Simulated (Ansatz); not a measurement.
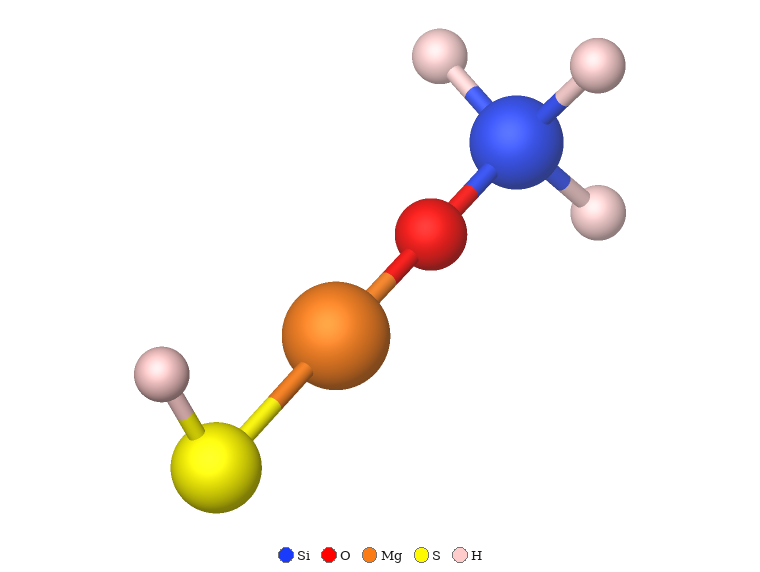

Every bond is drawn as one stick, whatever its order.

Computed geometry: PBE0-D4/def2-TZVP optimisation.

Description:

The molecule is H₄MgOSSi. As SMILES it reads `[SiH3][O][Mg][SH]`. Among its groups: Si–H bond, Si–O bond. Coordination: 1 Si tetrahedral; 1 O linear; 1 Mg linear; 1 S bent.

More results for the same structure follow; atom numbers are the same in all pictures, views and colours differ.

## Vibrations

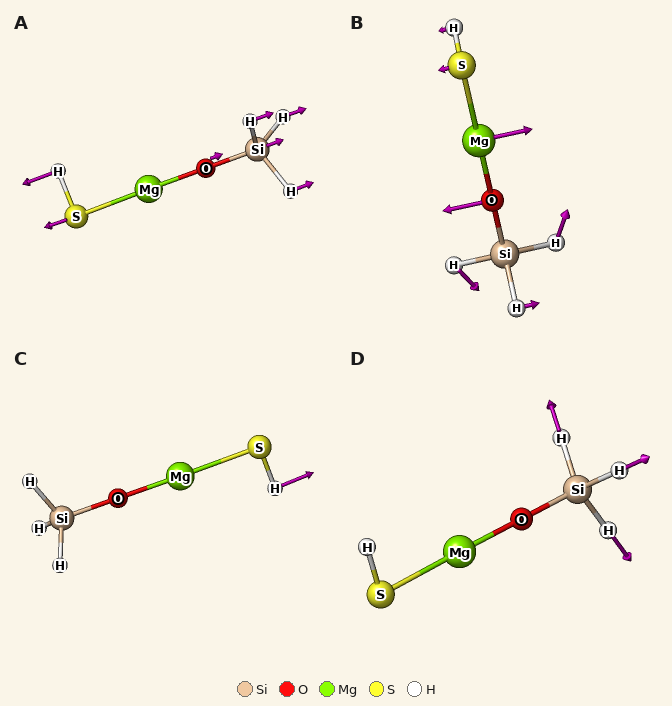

4 normal modes of one molecule or complex, as arrows. Harmonic vibrations computed with RKS PBE0-D4/def2-TZVP (Ansatz 0.2.0) at a stationary point of the same level.

Match the panels to the wavenumbers 142 cm⁻¹, 305 cm⁻¹, 539 cm⁻¹, 2197 cm⁻¹.

Answer. A: 305 cm⁻¹
B: 142 cm⁻¹
C: 539 cm⁻¹, H–S–Mg bending
D: 2197 cm⁻¹, in-phase stretching of 3 Si–H bonds

## Dipole moment

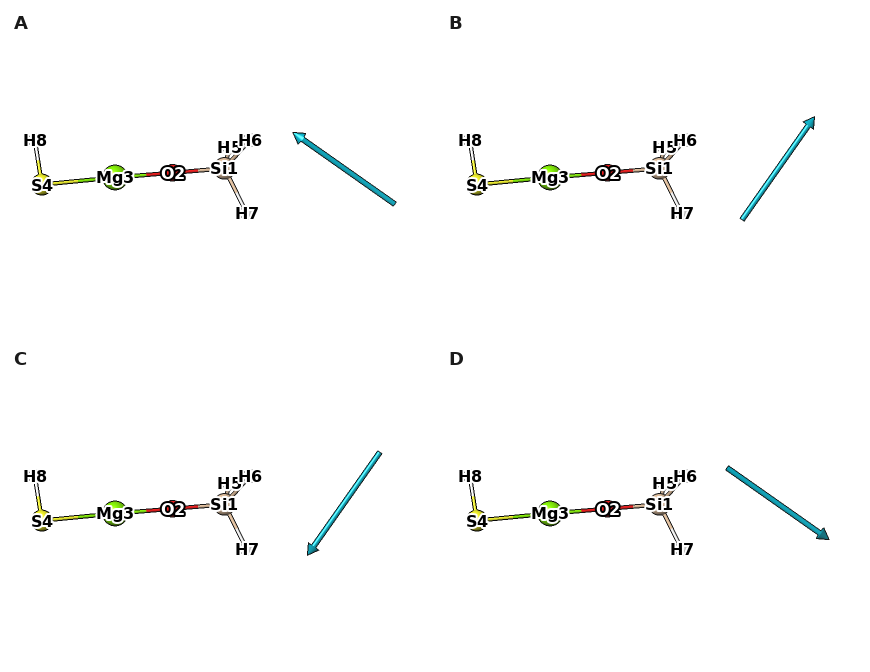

The same molecule four times, each with an arrow. Method: RKS PBE-D4/def2-TZVPP (Ansatz 0.2.0).

Which arrow points along the dipole moment, from the negative to the positive end?

Answer. A. The dipole moment is 0.95 D; it points from the side of H7 to the side of H8 (the outermost atoms at the two ends).

## Electronic properties

Level of theory: RKS r2SCANh-D4/def2-TZVPP (Ansatz 0.2.0).

Give the HOMO energy (Kohn–Sham orbital) at this level.

Answer. −6.88 eV.

What is the dispersion correction?

Answer. −3.7 kJ/mol.

Give the LUMO energy (Kohn–Sham orbital) at this level.

Answer. −1.61 eV.
